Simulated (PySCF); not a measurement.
# CuNH4O (SMILES [NH2][Cu-][OH2+]) at 5 levels

Aim: a comparison of 5 runs (HF/STO-3G, B3LYP/6-31G*, PBE0/def2-SVP, BP86/6-31G**, TPSS/6-31G**) of CuNH4O. 

Program for the calculation: PySCF 2.14.0.

**1. The molecule**

CuNH4O has 7 atoms, charge 0, and is taken as a singlet. As SMILES, `[NH2][Cu-][OH2+]`. The shape comes from GFN2-xTB, which is rough for such elements, and wasn't checked as a minimum. This is one conformer, not always the lowest.

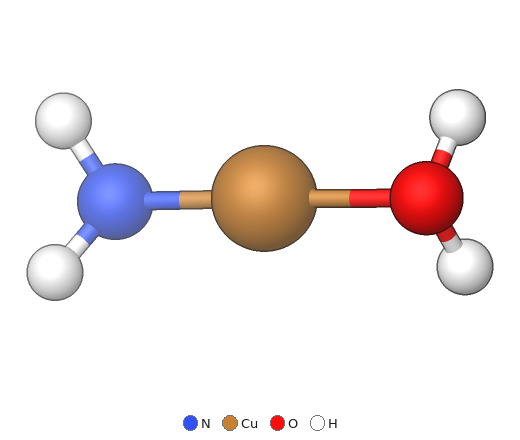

Viewed from a chosen angle; nitrogen blue, copper orange, oxygen red, hydrogen white.

**2. Energy and forces at HF/STO-3G (run 1)**

Contents of job.py:

```python
import pyscf.grad
from pyscf import gto

molecule = gto.M(
    atom='''
N   -1.094380   1.198870  -0.550480
Cu  -0.000880  -0.020650   0.121230
O    1.149070  -1.364360   0.699970
H   -0.784680   2.160840  -0.541550
H   -2.045840   1.204080  -0.210160
H    0.799870  -2.115830   0.192440
H    1.976840  -1.062950   0.288530
''',
    spin=0,
    basis='sto-3g',
    charge=0,
    verbose=4,
    max_memory=1860,
)

mf = molecule.RHF()
mf.conv_tol = 1e-10
mf.kernel()
if not mf.converged:
    mf = mf.newton().run(mf.mo_coeff, mf.mo_occ)

energy = mf.e_tot
print('E(%s) = %.9f' % ('HF', energy))
grad = mf.Gradients().kernel()
mf.analyze()
```

On the command line:

```bash
$ OMP_NUM_THREADS=1 python job.py
```

The program printed:

```text
PySCF version 2.14.0

[... 80 lines left out ...]
SCF not converged.
[... 60 lines left out ...]
One-electron Energy =                -2804.281020722692119
[... 8 lines left out ...]
MO #4   energy= -35.7014129848106  occ= 2
[... 6 lines left out ...]
MO #11  energy= -3.35411928492826  occ= 2
[... 6 lines left out ...]
MO #18  energy= -0.451130975289032 occ= 2
[... 6 lines left out ...]
MO #25  energy= 0.195190814694442  occ= 0
[... 6 lines left out ...]
MO #32  energy= 0.847611885812784  occ= 0
[... 42 lines left out ...]
Dipole moment(X, Y, Z, Debye):  1.85501, -2.06009,  0.38401
```

Run time: 3.6 s. Hardware: 1 thread of Intel Xeon at 2.70GHz, shared host; peak memory 0.12 GiB.

**3. Energy and forces at B3LYP/6-31G(d) (spherical functions) (run 2)**

Contents of start.xyz:

```xyz
7
CuH4NO
N     -1.094380     1.198870    -0.550480
Cu    -0.000880    -0.020650     0.121230
O      1.149070    -1.364360     0.699970
H     -0.784680     2.160840    -0.541550
H     -2.045840     1.204080    -0.210160
H      0.799870    -2.115830     0.192440
H      1.976840    -1.062950     0.288530
```

Contents of run.py:

```python
import pyscf.grad
from pyscf import gto, dft

mol = gto.M(
    atom='start.xyz',
    max_memory=1860,
    basis='6-31g*',
    verbose=3,
)

mf = dft.RKS(mol, xc='b3lyp')
mf.conv_tol = 1e-10
mf.grids.level = 5
mf.kernel()
if not mf.converged:
    mf = mf.newton().run(mf.mo_coeff, mf.mo_occ)

etot = mf.e_tot
print('E = %.10f Eh' % etot)
grad = mf.Gradients().kernel()
mf.analyze()
```

On the command line:

```bash
$ OMP_NUM_THREADS=1 python run.py
```

The program printed:

```text
converged SCF energy = -1772.62690658608
[... 21 lines left out ...]
MO #10  energy= -2.73578857549926  occ= 2
[... 11 lines left out ...]
MO #22  energy= -0.200202826304656 occ= 2
[... 11 lines left out ...]
MO #34  energy= 0.272068185041111  occ= 0
[... 11 lines left out ...]
MO #46  energy= 1.08664998376209   occ= 0
[... 11 lines left out ...]
MO #58  energy= 2.14841984790701   occ= 0
[... 11 lines left out ...]
MO #70  energy= 3.15375301404274   occ= 0
[... 8 lines left out ...]
Dipole moment(X, Y, Z, Debye):  2.89453, -3.00625,  0.46894
```

Run time: 37 s. Hardware: 1 thread of Intel Xeon at 2.70GHz, shared host; peak memory 0.69 GiB.

Runs 3 to 4 aren't shown in full; the table further down has their settings and results.

**4. Energy and forces at TPSS/6-31G(d,p) (spherical functions) (run 5)**

Contents of input.py:

```python
import pyscf.grad
from pyscf import gto, dft

mol = gto.Mole()
mol.atom = '''
N       -1.094380       1.198870      -0.550480
Cu      -0.000880      -0.020650       0.121230
O        1.149070      -1.364360       0.699970
H       -0.784680       2.160840      -0.541550
H       -2.045840       1.204080      -0.210160
H        0.799870      -2.115830       0.192440
H        1.976840      -1.062950       0.288530
'''
mol.spin = 0
mol.basis = '6-31g**'
mol.max_memory = 1860
mol.verbose = 3
mol.build()

ks = dft.RKS(mol, xc='tpss')
ks.grids.level = 5
ks.conv_tol = 1e-10
ks.kernel()
if not ks.converged:
    ks = ks.newton().run(ks.mo_coeff, ks.mo_occ)

energy = ks.e_tot
print('E(%s) = %.9f' % ('TPSS', energy))
grad = ks.Gradients().kernel()
ks.analyze()
```

On the command line:

```bash
$ OMP_NUM_THREADS=1 python input.py
```

The program printed:

```text
converged SCF energy = -1772.63299483724
[... 23 lines left out ...]
MO #12  energy= -1.03682882747873  occ= 2
[... 13 lines left out ...]
MO #26  energy= 0.0053554397873623 occ= 0
[... 13 lines left out ...]
MO #40  energy= 0.809400897982986  occ= 0
[... 13 lines left out ...]
MO #54  energy= 1.95964759645556   occ= 0
[... 13 lines left out ...]
MO #68  energy= 2.42415033152107   occ= 0
[... 13 lines left out ...]
MO #82  energy= 3.51931580748936   occ= 0
[... 8 lines left out ...]
Dipole moment(X, Y, Z, Debye):  2.76802, -2.91258,  0.44594
```

It took 63 s on 1 thread of Intel Xeon at 2.70GHz, shared host; peak memory 0.81 GiB.

**5. All runs side by side**

| run | level | integration grid | energy (Eh) | dipole moment (D) | HOMO energy (eV) | LUMO energy (eV) | wall time |
| --- | --- | --- | --- | --- | --- | --- | --- |
| 1 | HF/STO-3G | – | -1750.092844 | 2.80 | -3.30 | 5.31 | 3.6 s |
| 2 | B3LYP/6-31G* (spherical functions) | 5 | -1772.626907 | 4.20 | -4.40 | -0.78 | 37 s |
| 3 | PBE0/def2-SVP | 5 | -1772.165115 | 4.98 | -4.42 | -0.53 | 35 s |
| 4 | BP86/6-31G** (spherical functions) | 5 | -1772.853431 | 3.90 | -3.13 | -1.34 | 46 s |
| 5 | TPSS/6-31G** (spherical functions) | 5 | -1772.632995 | 4.04 | -2.99 | -1.08 | 63 s |

**6. Summary of results**

| quantity | value |
| --- | --- |
| run 5: total energy | -1772.63299 Eh |
| run 5: dipole moment | 4.04 D |
| run 5: HOMO energy | -2.99 eV |
| run 5: LUMO energy | -1.08 eV |
| run 5: HOMO–LUMO gap | 1.91 eV |
| run 5: largest force on an atom | 1.055 eV/Å |

The dipole moment (its size) runs from 2.80 D (HF/STO-3G) to 4.98 D (PBE0/def2-SVP). The two ends differ in method and basis. The HOMO–LUMO gap runs from 1.80 eV (BP86/6-31G**) to 8.62 eV (HF/STO-3G). Totals of different functionals can't be ranked against each other. In run 1 the basis is minimal, so the values are rough. All runs together took 3.1 min, the longest 63 s.
